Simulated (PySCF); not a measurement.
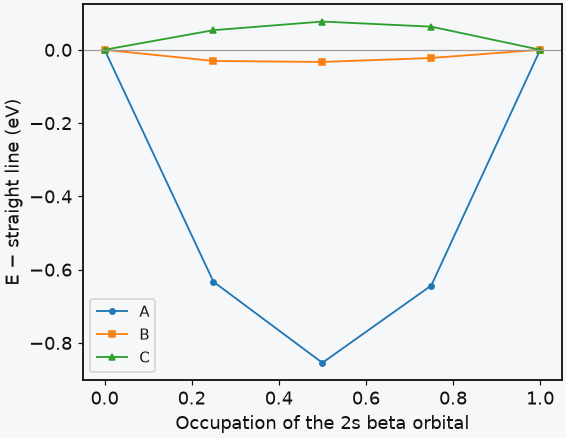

One 2s beta orbital of neutral beryllium ([He] 2s²) is emptied in steps. The plot gives the energy less the straight line between the integer ends. PySCF, x2c-TZVPall, spin-free X2C-1e, unrestricted single determinants, no spin-orbit coupling. The curves are HF, LC-wPBE and LDA in some order.

Which curve is which method, and what does its shape mean?

A is LDA: convex (delocalisation error), largest departure −0.85 eV, removal energy 9.022 eV; B is LC-wPBE: S-shaped, concave at low filling and convex at high, largest departure −0.033 eV, removal energy 9.023 eV; C is HF: concave (localisation error), largest departure 0.077 eV, removal energy 8.043 eV. The measured removal energy is 9.323 eV. The exact energy is a straight line between whole electron numbers.
